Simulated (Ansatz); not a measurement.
**CH11BO2Si3 (SMILES BC[SiH2]O[SiH2]O[SiH3]): density, localisation and related maps**

Input

```
crystal:
  periodic: [false, false, false]
  atoms:
    - symbol: C
      position_ang: [-2.106510, -1.984817, 0.738847]
    - symbol: B
      position_ang: [-2.170356, -0.538038, 0.223800]
    - symbol: O
      position_ang: [0.192329, -1.318313, 2.424452]
    - symbol: O
      position_ang: [1.779237, -0.297473, 0.478151]
    - symbol: Si
      position_ang: [-1.347316, -1.937511, 2.473305]
    - symbol: Si
      position_ang: [1.159213, -0.049408, 1.983744]
    - symbol: Si
      position_ang: [1.720053, -1.016122, -1.014740]
    - symbol: H
      position_ang: [-1.206346, -0.028838, -0.307031]
    - symbol: H
      position_ang: [-3.146608, 0.151868, 0.408631]
    - symbol: H
      position_ang: [-1.426797, -2.647604, 0.175381]
    - symbol: H
      position_ang: [-3.086842, -2.470709, 0.889809]
    - symbol: H
      position_ang: [-2.195085, -1.116281, 3.387476]
    - symbol: H
      position_ang: [-1.267246, -3.331019, 2.992118]
    - symbol: H
      position_ang: [2.288265, 0.023002, 2.943190]
    - symbol: H
      position_ang: [0.356276, 1.206352, 1.984639]
    - symbol: H
      position_ang: [0.847844, -2.228966, -0.976948]
    - symbol: H
      position_ang: [1.188641, -0.058594, -2.026126]
    - symbol: H
      position_ang: [3.099827, -1.424346, -1.402939]
basis:
  gaussian:
    orbitals: def2-SVPD
output: {forces: true, orbitals: {seedname: orbitals}}
hamiltonian:
  xc: {name: PBE0}
```

Run with:

```sh
ansatz run input.yaml --threads 4 --pin off --max-ram 7830MiB --events-out events.jsonl --progress --plain --runs-dir runs
```

Geometry: r2SCAN-D4/def2-SVP.

These are results of Ansatz 0.2.0, isolated molecule in a Gaussian basis; Kohn-Sham density functional theory, functional PBE0, not measurements.

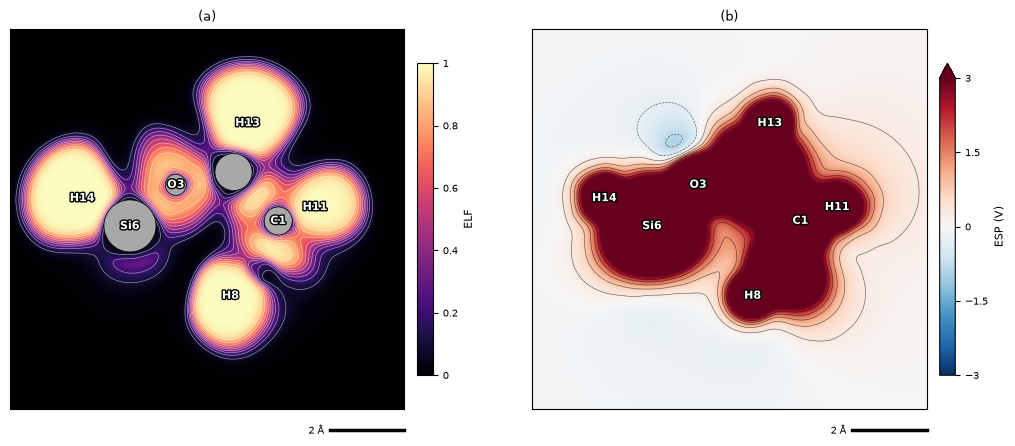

Figure 1. (a) ELF; (b) molecular electrostatic potential on the plane of atoms O3, Si6 and H14. Grey discs cover the atomic cores in the ELF map.

**Describe what can be read from this map.**

The section cuts through C, O, Si and H sites. Si–O (1.66 Å): the ELF peaks at about 0.85 between the atoms (a polar covalent bond). C–H (1.10 Å): the ELF climbs to about 1 towards the hydrogen, as it does in any bond to H: a covalent bond by its length. Si–H (1.48 Å): the ELF climbs to about 1 towards the hydrogen. The ELF also peaks beside O3, away from the bonds: lone-pair regions. Outside the dense part of the molecule the potential is most negative (−0.9 V) near O3.

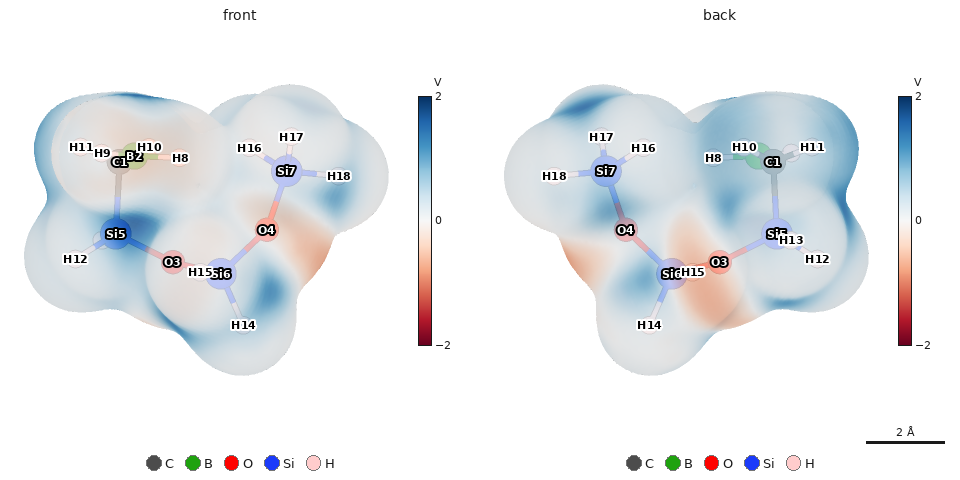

Figure 2. The electrostatic potential painted on the density surface at 0.002 e/bohr³, seen from the front and from behind; the colour scale runs from red (negative) to blue (positive).

**Where is the surface potential most negative and most positive?**

The most negative region (about −0.7 V) lies over O3 and O4, the most positive (about +1.5 V) over B2, Si5 and Si7.

**What dipole moment does the calculation give?**

Its dipole moment is 1.11 D.

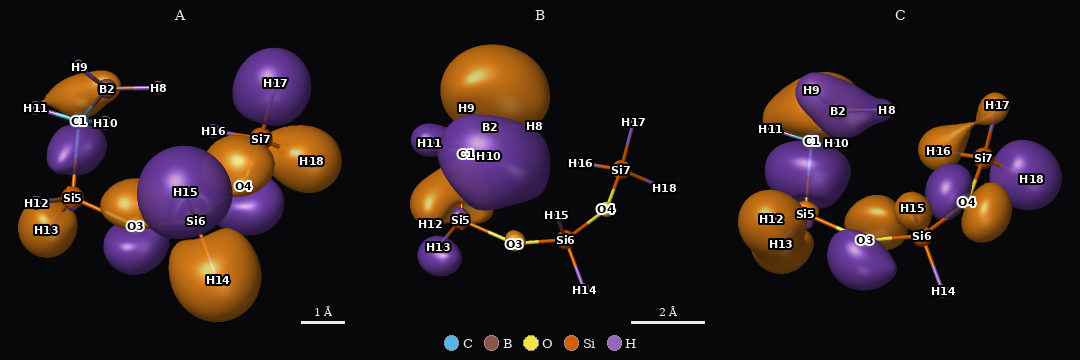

Figure 3. Three frontier orbitals at ±0.08 Å⁻³ᐟ² (orange and purple are the two phases), in no order.

**Which picture is the HOMO−1, the HOMO and the LUMO?**

C is the HOMO−1 (−8.80 eV). Its weight (Hirshfeld) is mainly on C1 (about 25 %), O3 (about 15 %), Si5 (about 15 %), O4 (about 10 %) and B2 (about 10 %). A is the HOMO (−8.46 eV). Its weight (Hirshfeld) is mainly on O4 (about 20 %), Si6 (about 15 %), H15 (about 15 %), O3 (about 10 %), H14 (about 10 %) and Si7 (about 5 %). B is the LUMO (−1.56 eV). It lies mainly on B2 (about 50 %), Si5 (about 10 %), C1 (about 10 %), H9 (about 5 %) and H8 (about 5 %).

**What is the HOMO–LUMO gap?**

6.90 eV between the orbital energies.

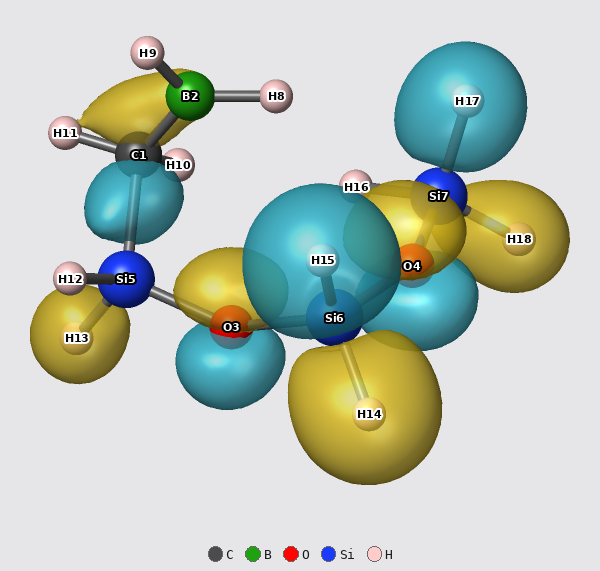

Figure 4. The HOMO at ±0.08 Å⁻³ᐟ² (yellow and cyan are the two phases), seen at an oblique angle.

**Describe this orbital and give its energy.**

By Hirshfeld shares it lies mainly on O4 (about 20 %), Si6 (about 15 %), H15 (about 15 %), O3 (about 10 %), H14 (about 10 %) and Si7 (about 5 %). Its energy is −8.46 eV.
